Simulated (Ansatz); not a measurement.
# Calculations on SnH$_{3}$O$_{3}$Cl$_{2}$

## 1. Relaxation

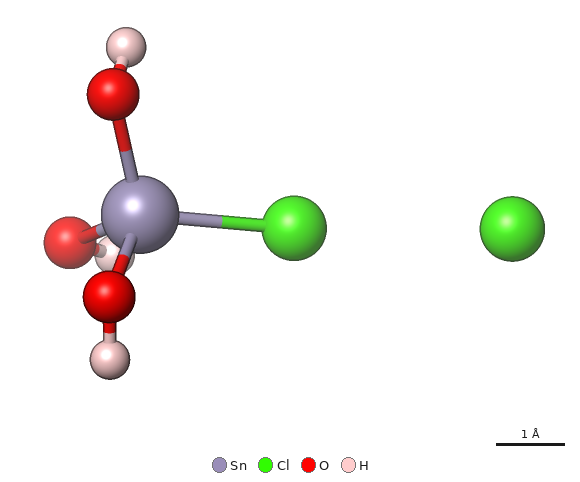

Starting structure of SnH3O3Cl2 (multiplicity 2). A ball-and-stick model, seen face on.

The run prepares an end point of a later path (reaction) calculation, from a guessed geometry.

These are results of UKS PBE/def2-SVP in Ansatz 0.2.0, not measurements.

The input:
```yaml
crystal:
  periodic: [false, false, false]
  atoms:
    - { symbol: Sn, position_ang: [-0.068925, -0.100208, -0.106932] }
    - { symbol: Cl, position_ang: [-0.21756, -0.370783, 2.27808] }
    - { symbol: O, position_ang: [1.803025, 0.025612, -0.74928] }
    - { symbol: H, position_ang: [2.29486, -0.777139, -0.480119] }
    - { symbol: O, position_ang: [-0.842519, 1.603486, -0.760787] }
    - { symbol: H, position_ang: [-1.814894, 1.585062, -0.634201] }
    - { symbol: O, position_ang: [-1.063129, -1.698427, -0.788013] }
    - { symbol: H, position_ang: [-1.362904, -2.197154, 0.001518] }
    - { symbol: Cl, position_ang: [0.179745, 0.281051, 5.416934] }
magnetization:
  spin_polarized: true
  initial_magnetization: 1
basis:
  gaussian: { orbitals: def2-SVP }
hamiltonian:
  xc: pbe
relax:
  f_tol: 0.03
  max_steps: 50
```

Command:
```bash
ansatz run input.yaml --threads 4 --pin off --max-ram 5120MiB --backend cpu --events-out ev --progress --plain --runs-dir out
```

**Where does the relaxation end?**

After 26 accepted moves (27 points after the start) the energy has fallen by 0.720 eV. Largest force component: 0.21 eV/Å at the start, 0.022 eV/Å at the end. The line search rejected the trial step at point 18 of the run. The atom that moves furthest after the best rigid fit is Cl9 (2.94 Å). By element the largest moves are Cl 2.94 Å, H 1.14 Å, O 0.97 Å, Sn 0.60 Å. Near-neighbour distances that change, for instance: Sn1–Cl9 5.543 → 2.681 Å, Cl2–Cl9 3.230 → 2.711 Å, Sn1–Cl2 2.405 → 2.516 Å, Sn1–O3 1.983 → 1.995 Å. New bonds form, among them: Sn1–Cl9 (5.54 → 2.68 Å). Among the angles between lasting bonds that change: O3–Sn1–O5 101.9° → 124.9°, O3–Sn1–O7 114.2° → 101.4°, O5–Sn1–O7 112.3° → 100.7°. Groups turn about Sn1–O3 by about 110°, Sn1–O7 by about 95°, Sn1–O5 by about 55°.

Final geometry:

```xyz
9

Sn   -0.2000   -0.1523    0.4756
Cl   -0.8335   -1.1318    2.7045
O     1.6270   -0.6924   -0.1162
H     2.2567   -0.3143    0.5326
O    -1.0243    1.6286    0.1441
H    -1.6977    1.4814   -0.5537
O    -1.3494   -1.3147   -0.6817
H    -0.8084   -2.0732   -0.9817
Cl    0.9372    0.9203    2.6538
```

After the run, drawn alike:

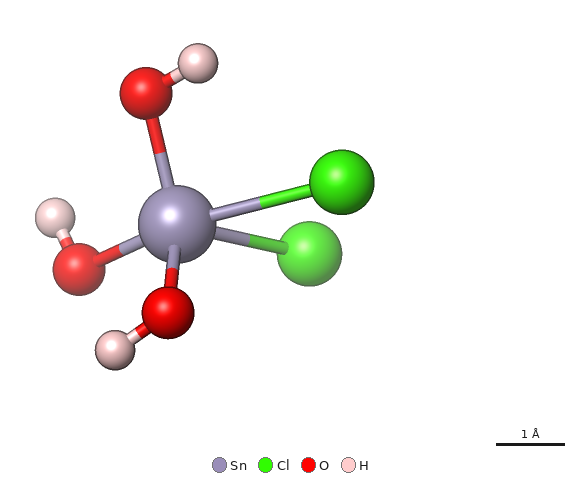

Limits of the set-up: the start holds two separate molecules, 3.2 Å apart at their closest, whose relative position is a soft coordinate and is computed without a dispersion correction.

## 2. Relaxation

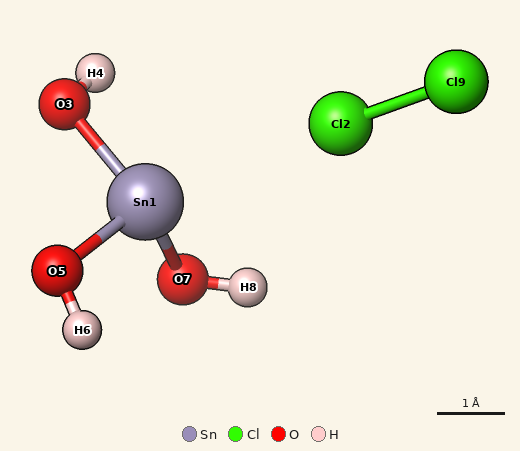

This is the input geometry for a relaxation of SnH3O3Cl2 (multiplicity 2). Style: ball-and-stick. Shown at a tilt.

The run prepares an end point of a later path (reaction) calculation, from a guessed geometry.

Computed with UKS PBE/def2-SVP in Ansatz 0.2.0.

The input:
```yaml
crystal:
  periodic: [false, false, false]
  atoms:
    - { symbol: Sn, position_ang: [-0.034326, -0.036814, -0.154138] }
    - { symbol: Cl, position_ang: [0.008356, 0.03361, 3.443175] }
    - { symbol: O, position_ang: [1.787882, 0.000415, -1.016965] }
    - { symbol: H, position_ang: [2.240091, -0.848264, -0.831642] }
    - { symbol: O, position_ang: [-0.866697, 1.579691, -1.029666] }
    - { symbol: H, position_ang: [-1.836613, 1.539393, -0.912397] }
    - { symbol: O, position_ang: [-1.005745, -1.709382, -0.792825] }
    - { symbol: H, position_ang: [-1.37249, -2.195826, -0.031275] }
    - { symbol: Cl, position_ang: [-0.012759, -0.011324, 5.502933] }
magnetization:
  spin_polarized: true
  initial_magnetization: 1
basis:
  gaussian: { orbitals: def2-SVP }
hamiltonian:
  xc: pbe
relax:
  f_tol: 0.03
  max_steps: 50
output:
  orbitals: {}
```

Command:
```bash
ansatz run input.yaml --threads 4 --pin off --max-ram 5120MiB --backend cpu --events-out ev --progress --plain --runs-dir out
```

Q: Predict the outcome.

A: The atom that moves furthest after the best rigid fit is Cl9 (3.37 Å). Largest moves by element: Cl 3.37 Å, H 1.35 Å, O 0.96 Å, Sn 0.40 Å. Among the contacts that change: Sn1–Cl9 5.657 → 2.846 Å, Sn1–Cl2 3.598 → 2.503 Å, Cl2–Cl9 2.060 → 2.706 Å, Sn1–O7 2.037 → 1.993 Å. New bonds form, among them: Sn1–Cl2 (3.60 → 2.50 Å), Sn1–Cl9 (5.66 → 2.85 Å). Bonds break, among them: Cl2–Cl9 (2.06 → 2.71 Å). Among the angles between lasting bonds that change: O3–Sn1–O7 108.2° → 126.5°, O5–Sn1–O7 109.0° → 103.4°, Sn1–O7–H8 110.1° → 106.0°. Groups turn about Sn1–O7 by about 50°, Sn1–O3 by about 25°. Over 33 geometry steps the energy falls by 164.4 kJ/mol. Largest force component: 1 eV/Å at the start, 0.012 eV/Å at the end.

Final geometry:

```xyz
9

Sn   -0.1200    0.0333    0.2272
Cl   -0.3676    1.0599    2.4960
O     1.8044   -0.0370   -0.2459
H     2.2353   -0.5380    0.4792
O    -0.8173    1.4624   -0.9653
H    -1.7728    1.3026   -1.1071
O    -1.4470   -1.4374    0.0104
H    -1.2861   -2.0592    0.7521
Cl    0.6789   -1.4351    2.5307
```

The end point in the same view:

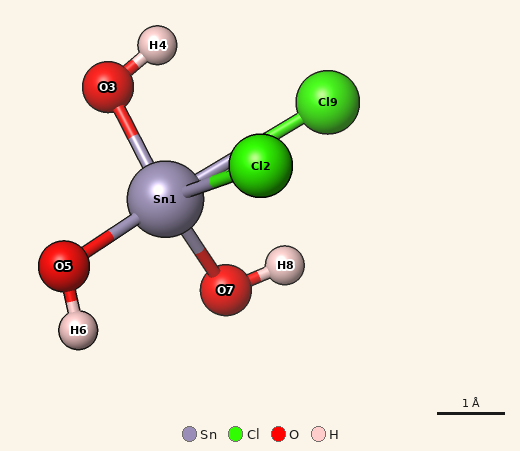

Limits of the set-up: the start holds two separate molecules, 3.6 Å apart at their closest, whose relative position is a soft coordinate and is computed without a dispersion correction.

## 3. Path

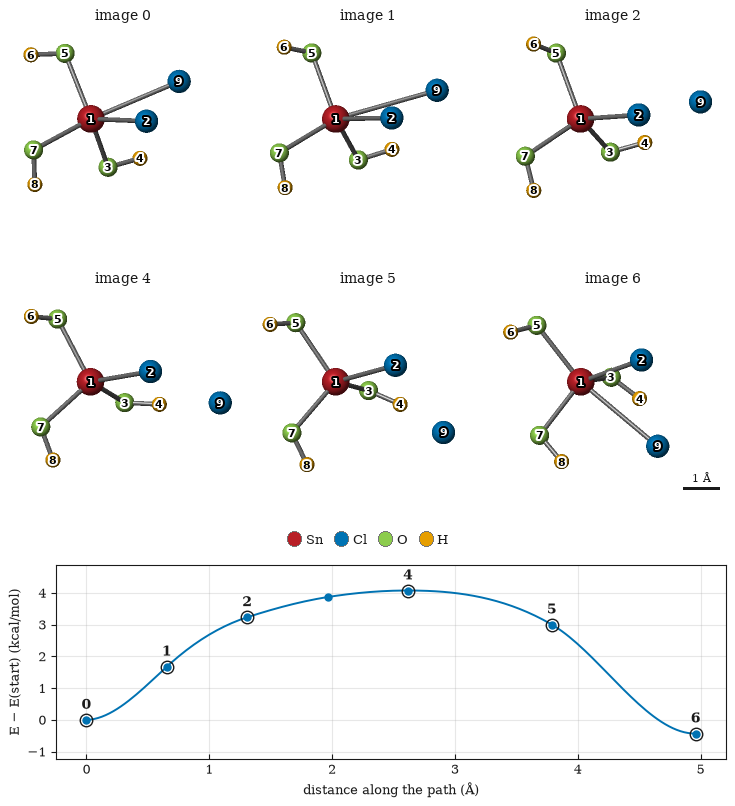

A search for the minimum-energy path of SnH₃O₃Cl₂ (multiplicity 2) by the nudged elastic band. Images are numbered from 0 (start) to 6 (end). Style: ball-and-stick. Shown at a tilt.

Computed with UKS PBE/def2-SVP in Ansatz. Run with 5 movable images; climbing image; force threshold 0.03 eV/Å; iteration limit 60; starting path through a guess of the saddle point.

What happens along the path, and what is the barrier?

Answer. The highest point, image 4, lies 4.08 kcal/mol above the start and 4.51 kcal/mol above the end; the end is at −0.43 kcal/mol relative to the start. No bond forms or breaks between the ends, but on the way Sn1–Cl9 opens (2.68 → 3.65 Å at the highest image). Bond angles that change up to the highest image, for instance: O3–Sn1–O7 101.4° → 116.1°, O3–Sn1–O5 124.9° → 112.2°. The band converged in 33 iterations. The largest component of the band force went from 45 to 0.016 eV/Å. The climbing image converged on the top of the path. Its vibrational analysis gives no imaginary modes over 30i cm⁻¹, so it isn't confirmed as a transition state.
